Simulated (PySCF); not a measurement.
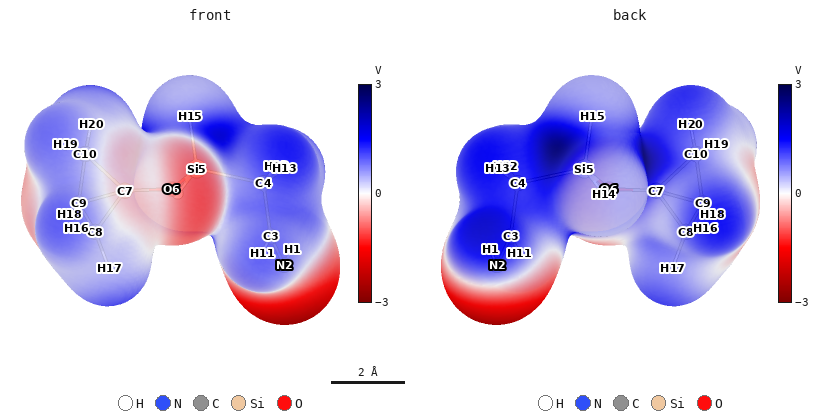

Figure. C$_{6}$H$_{11}$NOSi (SMILES [H]/N=C\C[SiH2]O[C@]12C[C@H]1C2). The molecular electrostatic potential painted on the density surface at 0.004 e/bohr³, seen from the front and from behind; red is negative and blue positive.

Geometry: GFN2-xTB.

Computed with PBE0/pcSseg-1, SCF density, gas phase, non-relativistic (PySCF).

```xyz
20

H     4.0669   -0.9244   -0.1305
N     3.6895   -0.5634    0.7466
C     2.8597    0.3690    0.6096
C     2.3539    0.9711   -0.6509
Si    0.6727    0.2089   -1.1149
O    -0.2668    0.6694    0.1267
C    -1.5617    0.3874    0.3853
C    -2.2045   -0.1456    1.6210
C    -2.4152   -0.8318    0.2998
C    -2.7753    0.3985   -0.4838
H     2.4351    0.7690    1.5262
H     2.2434    2.0477   -0.5328
H     3.0478    0.7792   -1.4692
H     0.7511   -1.2503   -1.2183
H     0.1903    0.7597   -2.3852
H    -3.0253    0.4050    2.0687
H    -1.5616   -0.6360    2.3407
H    -2.2563   -1.8419   -0.0047
H    -3.6379    0.9842   -0.1833
H    -2.6111    0.3750   -1.5541
```

> Where is the surface potential most negative and most positive?

The most negative region (about −2.5 V) lies over N2, the most positive (about +2.5 V) over Si5. N2 is the likeliest acceptor of a hydrogen bond.

> What dipole moment does the calculation give?

Its dipole moment is 2.66 D.
